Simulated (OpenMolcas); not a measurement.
**GaCl2O (SMILES [O][Ga]([Cl])[Cl]): the vertical electron affinity, rung by rung**

GaCl2O has 4 atoms, charge 0, and is taken as a doublet. SMILES: `[O][Ga]([Cl])[Cl]`. The coordinates come from a PBE0-D4/def2-TZVP relaxation.

Quantity: the vertical electron affinity (to the singlet anion), in eV. The values are calculated.

The electron affinity is E(neutral) − E(anion): positive where the electron is bound.

| level | kind | program | value (eV) | CPU time (all runs) |
| --- | --- | --- | --- | --- |
| USVWN5/aug-cc-pVDZ | LDA | OpenMolcas | 3.80 | 67 s |
| U-revPBE/aug-cc-pVDZ | GGA | OpenMolcas | 3.28 | 91 s |
| UBLYP/aug-cc-pVDZ | GGA | OpenMolcas | 3.30 | 94 s |
| UPBE/aug-cc-pVDZ | GGA | OpenMolcas | 3.40 | 99 s |
| U-r2SCAN/aug-cc-pVDZ | meta-GGA | OpenMolcas | 3.16 | 1.8 min |
| UTPSS/aug-cc-pVDZ | meta-GGA | OpenMolcas | 3.22 | 1.8 min |
| UB3LYP/aug-cc-pVDZ | global hybrid | OpenMolcas | 3.22 | 91 s |
| UBHLYP/aug-cc-pVDZ | global hybrid | OpenMolcas | 2.64 | 85 s |

All-electron rows without a relativistic Hamiltonian named are non-relativistic. Where it was recorded, the anion's HOMO is positive in U-revPBE/aug-cc-pVDZ, UBLYP/aug-cc-pVDZ, UPBE/aug-cc-pVDZ: a fault of the level (basis or self-interaction), which says nothing on whether the real anion is bound. The values span 2.64 to 3.80 eV. Times are those of the runs behind each value, whatever else they computed, on shared processors of several kinds: orders of magnitude only.

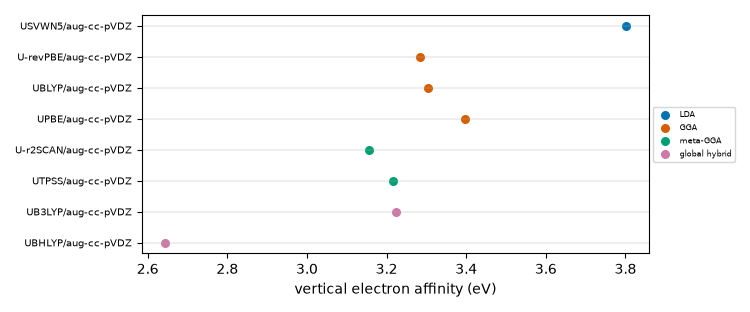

The values of the table, level by level.
